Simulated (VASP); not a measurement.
Band structure of RbBr (rock salt). These are LDA (Ceperley-Alder, Perdew-Zunger), VASP's LDA PAW potentials (set 64) (plane waves; VASP 6.6.1) values and carry that method's errors.

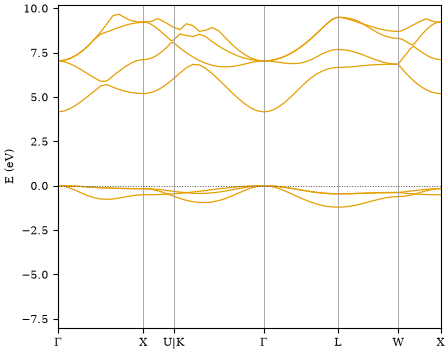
*Bands along high-symmetry lines, zero at the valence-band maximum or, without a gap, the Fermi level*

**Question.** Read the plot: is there a gap, and where are the band edges?

**Answer.** The gap is direct, 4.16 eV, from the valence maximum at Γ to the conduction minimum at Γ. (Edges off the drawn lines would not show.)

Measured: gap 7.20 eV (computed value off by -3.04 eV), as given by Aguado et al., (1998), arXiv:cond-mat/9809176.

The compound is RbBr in the rock salt structure. It was relaxed first, which changed the volume by -9 %.
